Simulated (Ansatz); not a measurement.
Band structure of TaGaNi6 (P4/mmm, 8 atoms in the cell).

```
CELL_PARAMETERS angstrom
      3.65600     0.00000     0.00000
      0.00000     3.65600     0.00000
      0.00000     0.00000     7.24997
ATOMIC_POSITIONS crystal
  Ta 0.00000 0.00000 0.50000
  Ga 0.00000 0.00000 0.00000
  Ni 0.50000 0.50000 0.00000
  Ni 0.50000 0.50000 0.50000
  Ni 0.50000 0.00000 0.24671
  Ni 0.50000 0.00000 0.75329
  Ni 0.00000 0.50000 0.24671
  Ni 0.00000 0.50000 0.75329
```

Computed with PBEsol, PAW files made with PBE (plane waves; Ansatz, an electronic-structure program).

Settings: basis.ecutwfc = 420 eV; kpoints.mp_grid.grid = 6 6 3; hamiltonian.xc = pbesol; hamiltonian.pseudopotentials = {kind: paw} (an earlier, softer set of the program's PAW files); scf.occupations.method = gaussian; scf.occupations.width = 0.136 eV; kpoints.band_path.npoints = 8.

The starting cell comes from a database of computed structures (which also holds hypothetical and non-ambient phases and stackings), without a prior relaxation at this level. Its lattice was rescaled by a random factor within 2.5 % of one. Spin-orbit coupling is off. Spin polarisation is off.

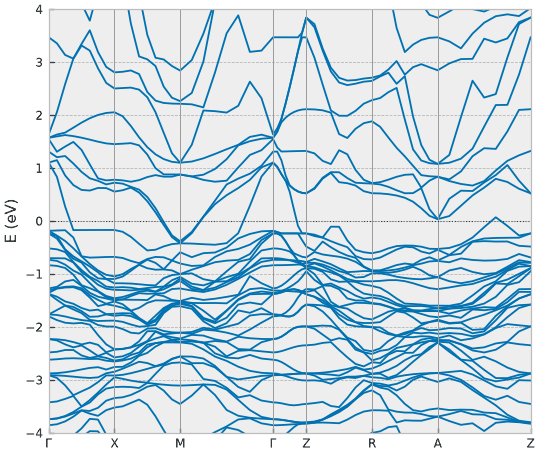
Figure: Bands along the path, energies from the Fermi level.

Levels in eV from the Fermi level, bands 64 to 71:
```tsv
point	64	65	66	67	68	69	70	71
Γ	-0.23	-0.19	-0.19	1.10	1.10	1.31	1.55	1.57
X	-1.10	-1.05	-0.68	-0.17	0.55	0.72	0.78	1.45
M	-1.00	-0.80	-0.59	-0.42	-0.42	-0.38	0.88	0.88
Z	-0.69	-0.48	-0.23	-0.23	0.52	0.52	1.32	2.11
R	-0.94	-0.93	-0.73	-0.61	0.52	0.71	0.71	1.88
A	-0.75	-0.75	-0.54	-0.53	0.03	0.03	0.84	0.84
```

Bands cross the Fermi level along this path, so the cell is metallic at this level.

Keys are those of Ansatz 0.2.
